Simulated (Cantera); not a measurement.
A closed system holds: 1 mol SiF₄, 2.7 mol N₂, a varied amount of NH₃, at 500 °C and 75.0 Torr.

Equilibrium computed with Cantera from the NASA thermochemical tables; the gas is ideal and each condensed phase is pure. Candidate condensed phases: Si, Si₃N₄; 37 gas species. Kinetics and transport are ignored.

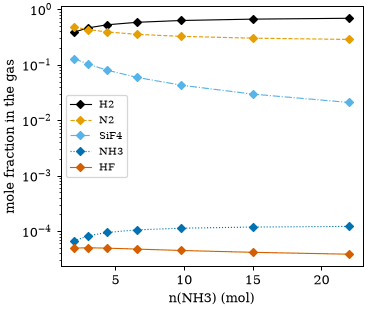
Figure: Equilibrium gas composition (values under 1e-9 drawn at 1e-9)

### Question
Read off the mole fractions at 6.6 mol NH₃.

### Answer
H₂ about 0.59, N₂ about 0.36, SiF₄ about 0.059, NH₃ about 0.00011, HF about 4.7e-5.
